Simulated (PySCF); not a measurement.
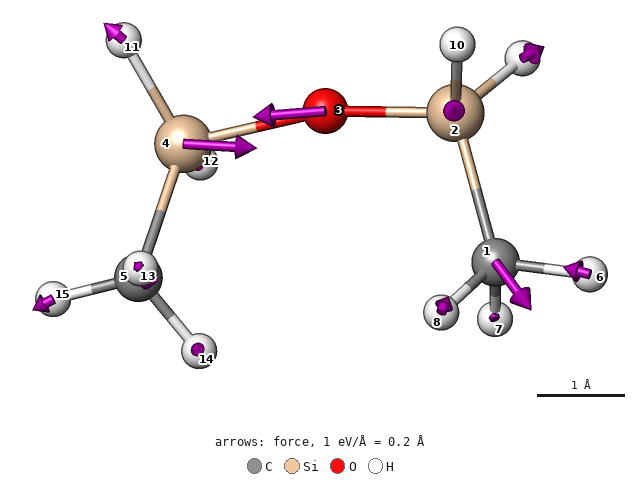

Starting geometry of C$_{2}$H$_{10}$OSi$_{2}$ with the computed forces as purple arrows. Style: ball-and-stick. Shown at a tilt.

The start comes from GFN2-xTB. Its atoms were then displaced at random by about 0.03 Å.

Theory: PySCF 2.14.0, density-fitted response routines, PBE0-D3(BJ)/def2-SVP geometry optimisation, gas phase. 

Question: What follows when this structure is relaxed?

Answer: It isn't relaxed: the largest force vector, on the O atom, is 4.41 eV/Å. The final displacements have little in common with the starting forces (cosine between the two patterns 0.22). The largest move after the best rigid fit is that of an H atom, 0.30 Å. Largest moves by element: H 0.30 Å, O 0.24 Å, C 0.18 Å, Si 0.11 Å. Near-neighbour distances that change, for instance: O–Si 1.754 → 1.656 Å, H–Si 1.419 → 1.493 Å, O–Si 1.588 → 1.655 Å, C–H 1.168 → 1.102 Å. Bond angles that change, for instance: Si–O–Si 166.5° → 152.4°, O–Si–H 100.3° → 109.3°, H–C–H 99.8° → 108.2°. After 12 geometry steps the energy has fallen by 0.752 eV.
